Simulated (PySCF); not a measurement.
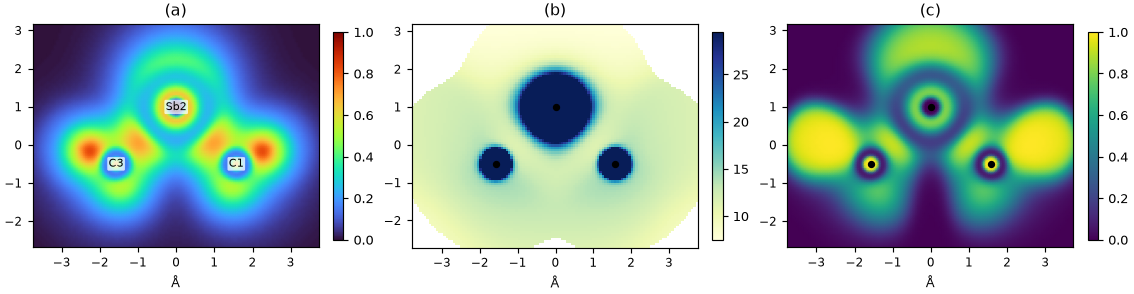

Figure 1: C3H9Sb, SMILES `C[Sb](C)C`. Three fields in the plane of C1, Sb2 and C3.

PySCF calculation, PBE0/def2-TZVP, gas phase; geometry: GFN2-xTB. Core potentials replace the inner electrons of Sb; spin–orbit coupling isn't included. No frequency check shows the geometry to be a minimum. GFN2-xTB bond lengths at metals and heavier atoms can be off by up to 0.1 Å and shapes distorted, which carries into these values.

Cartesian coordinates (Å):

```
C1       0.7955   -1.6383    0.7457
Sb2     -0.0010    0.0007   -0.4315
C3       1.0244    1.5036    0.7495
C4      -1.8142    0.1310    0.7514
H5       0.6908   -1.4139    1.8017
H6       1.8435   -1.7837    0.5138
H7       0.2560   -2.5511    0.5197
H8       0.8881    1.2942    1.8050
H9       0.6242    2.4872    0.5178
H10      2.0825    1.4961    0.5178
H11     -1.5641    0.1106    1.8066
H12     -2.3368    1.0527    0.5246
H13     -2.4649   -0.7042    0.5225
```

The panels show, in some order, the electron localisation function (ELF), localised orbital locator (LOL) and average local ionisation energy. Which is which?

(a) is the localised orbital locator (LOL): it runs from 0 to 1, peaks where electrons are localised, as in bonds, and fades smoothly outside. (b) is the average local ionisation energy: it is high near the heavier nuclei and lowest where loosely bound electrons reach out. (c) is the electron localisation function (ELF): it runs from 0 to 1 and is close to 1 over wide basins that fill the valence regions.
